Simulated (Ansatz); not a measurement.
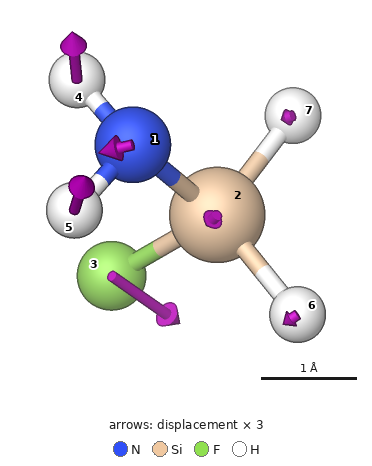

This is a relaxation of SiNH₄F. The starting structure is drawn; purple arrows show the displacements, 3 times their true length. The two geometries are superimposed by the best rigid fit.

The picture is a ball-and-stick view, seen from a free direction.

The run prepares an end point of a later path (inversion) calculation, from a guessed geometry.

Level of theory: RKS LDA/def2-SVP in Ansatz.

Input file:
```yaml
crystal:
  periodic: [false, false, false]
  atoms:
    - { symbol: "N", position_ang: [-0.6917, 0.4615, -0.6162] }
    - { symbol: Si, position_ang: [0.5305, -0.0339, 0.3525] }
    - { symbol: F, position_ang: [0.1918, -1.5766, 0.5992] }
    - { symbol: H, position_ang: [-0.6813, -0.0776, -1.4555] }
    - { symbol: H, position_ang: [-1.6029, 0.2956, -0.1524] }
    - { symbol: H, position_ang: [0.492, 0.7385, 1.6215] }
    - { symbol: H, position_ang: [1.8228, 0.1246, -0.3948] }
basis:
  gaussian: { orbitals: def2-SVP }
hamiltonian:
  xc: lda
relax:
  f_tol: 0.015
  max_steps: 40
output:
  orbitals: {}
```

Command:
```bash
ansatz run input.yaml --threads 1 --pin off --max-ram 2048MiB --backend cpu --events-out ev --progress --plain --runs-dir out
```

Which element moves most?

Fluorine: up to 0.41 Å, against 0.27 Å for hydrogen.

What happened in the run?

The largest move after the best rigid fit is that of F3, 0.41 Å. By element the largest moves are F 0.41 Å, H 0.27 Å, N 0.13 Å, Si 0.09 Å. Among the contacts that change: N1–Si2 1.636 → 1.703 Å, Si2–F3 1.599 → 1.629 Å, N1–H4 0.998 → 1.023 Å, Si2–H6 1.486 → 1.499 Å. Bond angles that change, for instance: Si2–N1–H4 109.1° → 121.7°, Si2–N1–H5 110.1° → 121.6°, N1–Si2–F3 103.0° → 114.5°. After 5 geometry steps the energy has fallen by 38.1 kJ/mol. The largest force component goes from 2.3 to 0.013 eV/Å. Cost: 7.7 s on 1 thread of Arm Neoverse V1 (shared host), peak memory 0.13 GiB.
